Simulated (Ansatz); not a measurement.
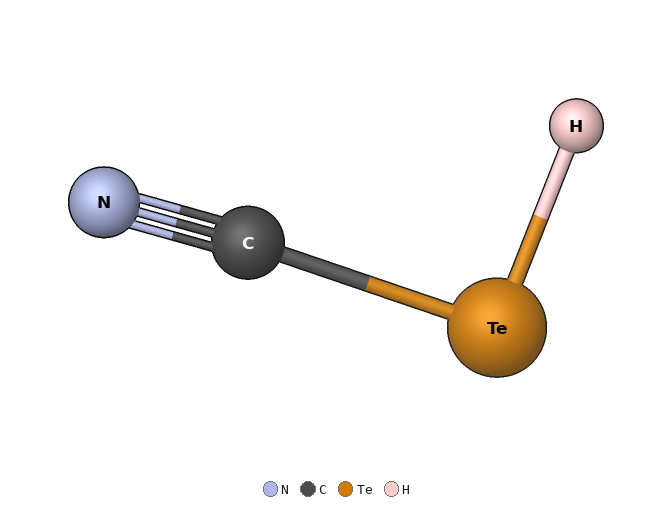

The picture shows a molecular structure as a ball-and-stick model. Multiple sticks mark multiple bonds (one Kekulé form).

Identify the structure.

Formula CHNTe. SMILES: `N#C[TeH]`. Among its groups: nitrile. All atoms lie on one plane. Coordination: 1 C linear; 1 Te bent.

More results for the same structure follow; atom numbers are the same in all pictures, views and colours differ. The computed structure is the end point of a PBE0-D4/def2-TZVP optimisation. No frequency run is at hand to confirm it as a minimum.

**Dipole moment**

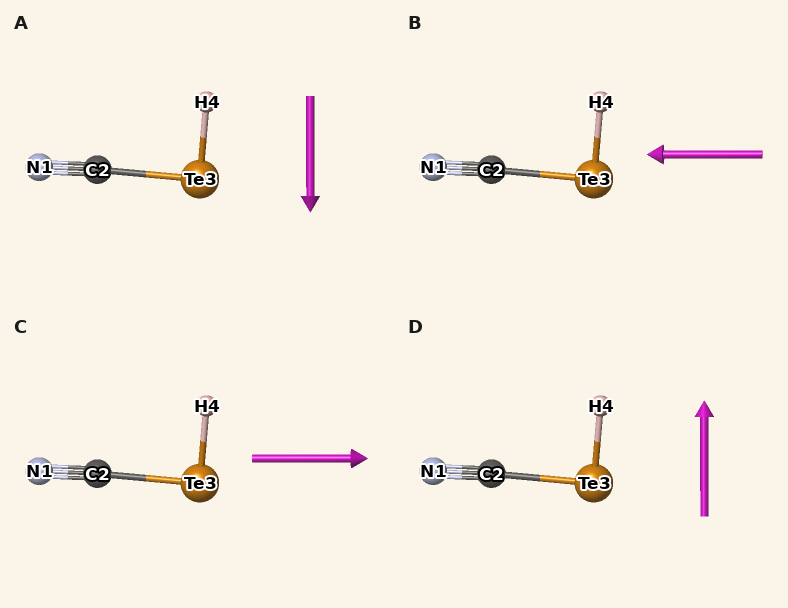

The same molecule four times, each with an arrow. No frequency run is at hand to confirm it as a minimum. Method: RKS PBE0-D4/def2-TZVP, core potentials on Te (Ansatz 0.2.0).

**Which arrow points along the dipole moment, from the negative to the positive end?**

C. The dipole moment is 4.11 D; it points from the side of N1 to the side of H4 (the outermost atoms at the two ends).

**Electronic properties**

No frequency run is at hand to confirm it as a minimum. Method: RKS PBE0-D4/def2-TZVPP, core potentials on Te (Ansatz 0.2.0).

**Estimate the HOMO energy (Kohn–Sham orbital).**

−7.36 eV.

**Give the HOMO–LUMO gap at this level.**

5.57 eV.

**Charges**

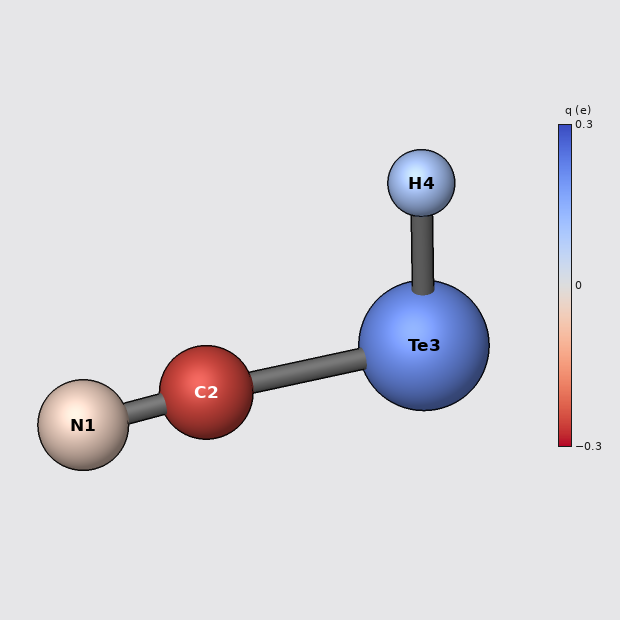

Atoms are coloured by their Mulliken charges. No frequency run is at hand to confirm it as a minimum. Level of theory: RKS PBE0-D4/def2-TZVP, core potentials on Te (Ansatz 0.2.0).

Give the Mulliken charges atom by atom.

```csv
atom,value (e)
N1,−0.05
C2,−0.25
Te3,0.20
H4,0.10
```

Mulliken values depend strongly on the basis set and can even reverse the polarity of a bond.
